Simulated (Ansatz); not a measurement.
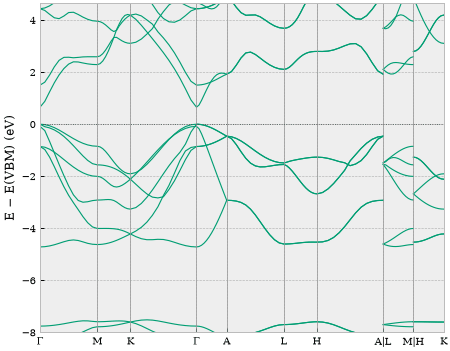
Figure: Band structure from DFT-LDA in the program Ansatz with PAW potentials

**Question.** Read off the gap and where the band edges lie.

**Answer.** About 0.7 eV (0.65 eV by a search for the band edges); maximum at Γ, minimum at Γ.

The material is CdTe (wurtzite, P6_3mc).

The workflow started from a Materials Project entry (that database holds measured and hypothetical structures alike); the Crystallography Open Database copy checked does not list it. It is not the phase usual at ambient conditions (space group No. 216). Symmetry was held in the LDA relaxation; whether a distortion lowers the energy is not shown. Scalar-relativistic: spin–orbit coupling is off unless named, which matters more the heavier the elements.

Potentials: the later of the program's two PAW sets.
